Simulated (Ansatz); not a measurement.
# ZnSe(100) slab, H on both faces, stepped: a series in atomic planes

How do forces, charges and cost change as the structure grows and the share of atoms at its surface or edge shifts?

Computed with Ansatz 0.2.0: Kohn-Sham DFT, PBE, PAW (set soft_2, large core). Every run is a single point, with the atoms held where the recipe put them (cutoff of the plane-wave runs 420 eV, fermi-dirac smearing of 0.05 eV).

First member: zinc-blende ZnSe (a = 5.668 Å), (100) slab of 4 atomic planes, 4 x 4 surface cells, H on the broken bonds of both faces, 12 Å of vacuum; the top repeat layer removed from part of the cell (two steps); displaced by a Gaussian of 0.02 Å.

Last member: zinc-blende ZnSe (a = 5.668 Å), (100) slab of 8 atomic planes, 4 x 4 surface cells, H on the broken bonds of both faces, 12 Å of vacuum; the top repeat layer removed from part of the cell (two steps); displaced by a Gaussian of 0.02 Å.

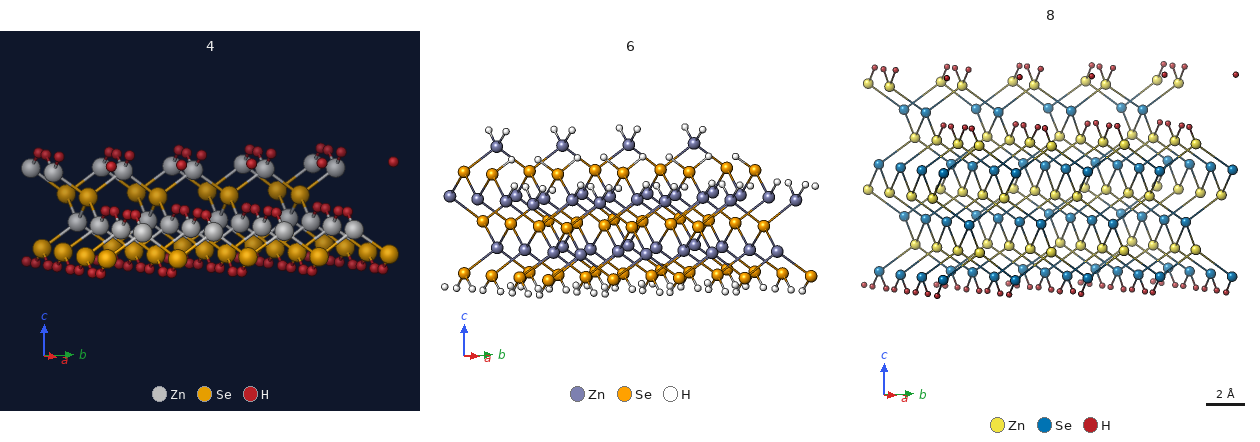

Three members of the series, labelled by atomic planes. Bonds to atoms that aren't drawn are left out. Some periodic images of atoms are drawn too.

The members:

```csv
atomic planes,reduced formula,atoms,valence electrons,k-mesh,basis
4,Zn3H8Se3,112,496,1×1×1,plane waves
6,Zn9H16Se10,140,736,1×1×1,plane waves
8,Zn7H8Se7,176,1072,1×1×1,plane waves
```

The input of the first member, without its atom lines; other members have their own cell and atoms, and may differ in mesh, basis and outputs:

```yaml
crystal:
  lattice:
    - [16.03152, 0.0, 0.0]
    - [0.0, 16.03152, 0.0]
    - [0.0, 0.0, 17.9946]
  atoms:
    [... 112 lines ...]
kpoints:
  mp_grid: { grid: [1, 1, 1] }
hamiltonian:
  xc: pbe
  pseudopotentials: { kind: paw, core: large }
scf:
  occupations: { method: fermi_dirac, width: 0.05 }
output:
  forces: true
  populations: true
  dos:
    method: { smearing: { sigma: 0.08 } }
    de: 0.1
    projected:
      site_lists:
        H: [H]
        Se: [Se]
        Zn: [Zn]
        slab: [0, 1, 2, 3, 4, 5, 6, 7, 8, 9, 10, 11, 12, 13, 14, 15, 16, 17, 18, 19, 20, 21, 22, 23, 24, 25, 26, 27, 28, 29, 30, 31, 32, 33, 34, 35, 36, 37, 38, 39, 40, 41, 42, 43, 44, 45, 46, 47]
        hydrogen: [48, 49, 50, 51, 52, 53, 54, 55, 56, 57, 58, 59, 60, 61, 62, 63, 64, 65, 66, 67, 68, 69, 70, 71, 72, 73, 74, 75, 76, 77, 78, 79, 80, 81, 82, 83, 84, 85, 86, 87, 88, 89, 90, 91, 92, 93, 94, 95, 96, 97, 98, 99, 100, 101, 102, 103, 104, 105, 106, 107, 108, 109, 110, 111]
  eigenvalues: true
  write_density: true
  write_potential: true
  volumetric_format: npy
```

Q: What do these runs give, and what do they cost?

Results; charges are mean Löwdin charges in e:

```csv
atomic planes,r.m.s. force (eV/Å),q(Se),q(H),q(Zn)
4,0.818,-0.50,-0.15,+1.22
6,0.823,-0.63,-0.11,+1.21
8,0.842,-0.82,-0.14,+1.24
```

The projection misses up to 0.083 e an atom, so the charges add up to more than the cell's charge. Each mean runs over all atoms of an element, whatever their surroundings.

Bonds in each cell, which the recipe sets and DFT didn't move; cutoffs follow each cell's own g(r) within set bounds (mean length in Å, and neighbours of the second kind about the first):

```csv
atomic planes,Se-Zn length,Se-Zn count,H-Se length,H-Se count
4,2.454,2.67,1.472,0.50
6,2.454,3.00,1.476,0.62
8,2.455,3.43,1.475,0.50
```

Cost on 8 threads of Arm Neoverse V1, shared host:

```csv
atomic planes,atoms,basis,k-mesh,SCF cycles,time,host memory (GiB),Δ force from the first basis (meV/Å)
4,112,plane waves,1×1×1,20,65 s,4.9,-
4,112,support functions,1×1×1,23,2.1 min,5.2,1.6
6,140,plane waves,1×1×1,26,2.2 min,6.8,-
6,140,support functions,1×1×1,18,2 min,5.8,1.7
8,176,plane waves,1×1×1,27,4.2 min,9.3,-
8,176,support functions,1×1×1,34,4.6 min,6.6,1.4
```

Times include the outputs that each run asked for, on hosts shared with other jobs.

What the series shows: The mean charge on Se goes steadily from -0.50 e at 4 to -0.82 e at 8 planes. Support functions take 0.88 to 1.9 times the wall time of plane waves (the times hold unlike extra outputs; shared hosts, so rough). The composition changes with the cut, as the formulas show, and that bears on charges and levels too. All of the 3 members have partly filled levels at the Fermi energy, as cut bonds or an unbalanced electron count at the surface can give; spin polarisation, left out here, could split them.

Caveats: Beside vacuum, support functions can miss their usual error bounds without a warning. Caps of real hydrogen don't mimic the fractional bonds of a polar compound, so surface states and strained caps may belong to the model. Some meshes are too coarse along the periodic directions to show band edges or a metallic band. Slabs that bear a dipole have periodic images along the normal, so a spurious field crosses the vacuum. The random displacements of the recipe add to the forces of every member.

[Logs are printed without paths, hosts, clocks, repeated set-up lines and the standing remarks that a program may print on its own settings, such as how far it seeks lower states.]

[Hosts, paths, dates, database ids (printed as entryN), source tags and the programs' standing remarks are cut or masked in the printed files.]
